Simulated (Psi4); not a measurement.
# AlBr3 (aluminum bromide): methods side by side

AlBr3 has 4 atoms, charge 0, and is taken as a singlet. SMILES: `[Br][Al]([Br])[Br]`. Geometry: optimised at PBE0/def2-TZVP.

Quantity: the HOMO–LUMO gap, in eV. The values are calculated.

| level | kind | program | value (eV) |
| --- | --- | --- | --- |
| PBE-D4/def2-TZVPP (density fitting) | GGA | Psi4 | 4.99 |
| r2SCAN-D4/def2-TZVPP (density fitting) | meta-GGA | Psi4 | 5.72 |
| B3LYP-D4/def2-TZVPP (density fitting) | global hybrid | Psi4 | 6.56 |
| PBE0-D4/def2-TZVPP (density fitting) | global hybrid | Psi4 | 7.09 |
| wB97M-V/def2-TZVPP (density fitting) | range-separated hybrid | Psi4 | 11.04 |

All-electron rows without a relativistic Hamiltonian named are non-relativistic. The values span 4.99 to 11.04 eV. Orbital gaps aren't excitation energies; they tend to grow with the share of exact exchange.

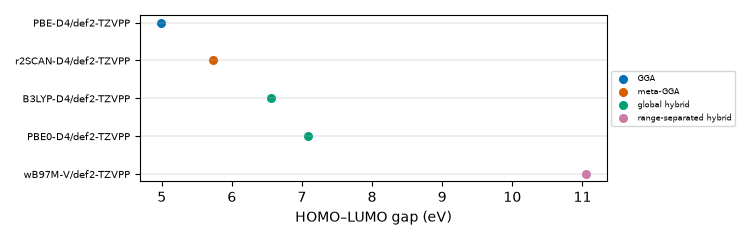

The values of the table, level by level.
